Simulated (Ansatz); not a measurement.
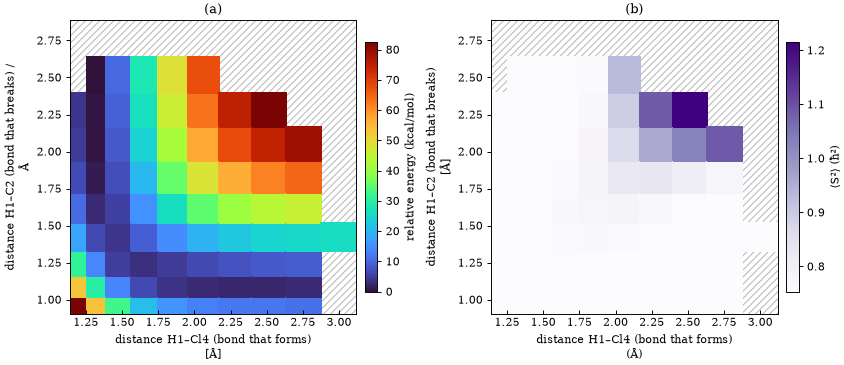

The reacting system CH₃Cl₂ (fragments CH₃Cl + Cl where the first distance is long, ClH + CH₂Cl where the second is long), spin multiplicity 2. Coordinates scanned: (1) distance H1–Cl4 (bond that forms); (2) distance H1–C2 (bond that breaks). Relaxed at each point: all other coordinates. The grid has 10 × 10 points. At 23 points there is no value. Points are written as (first, second). All energies are given in kcal/mol relative to the lowest grid point. The calculation used UKS r2SCAN0-D4/def2-SVP (Ansatz 0.2.0).

Panel (a) is the energy and panel (b) the computed ⟨S²⟩ on the same grid.

In the figure: one coloured cell a grid point, hatched blanks where no value was computed.

How does the ⟨S²⟩ vary over the map, and what is it at the lowest grid point?

Answer. Leaving out the highest fifth of the energies, it runs from 0.75 ħ² at (2.751 Å, 1.078 Å) to 0.79 ħ² at (1.850 Å, 1.826 Å). At the lowest grid point, (1.312 Å, 2.517 Å), it is 0.76 ħ².

```
second ↓, first →  1.197  1.312  1.472  1.653  1.850  2.060  2.281  2.512  2.751  2.997
            2.763      –      –      –      –      –      –      –      –      –      –
            2.517      –   0.76   0.76   0.76   0.76   0.93      –      –      –      –
            2.278   0.76   0.76   0.76   0.76   0.77   0.90   1.09   1.21      –      –
            2.047   0.76   0.76   0.76   0.76   0.78   0.86   0.96   1.03   1.09      –
            1.826   0.76   0.76   0.76   0.76   0.79   0.82   0.83   0.81   0.78      –
            1.616   0.76   0.76   0.76   0.77   0.78   0.78   0.77   0.76   0.76      –
            1.419   0.76   0.76   0.76   0.76   0.77   0.76   0.76   0.76   0.75   0.75
            1.238   0.76   0.76   0.76   0.76   0.76   0.76   0.75   0.75   0.75      –
            1.078   0.76   0.76   0.76   0.76   0.76   0.75   0.75   0.75   0.75      –
            0.963   0.76   0.76   0.76   0.75   0.75   0.75   0.75   0.75   0.75      –
```
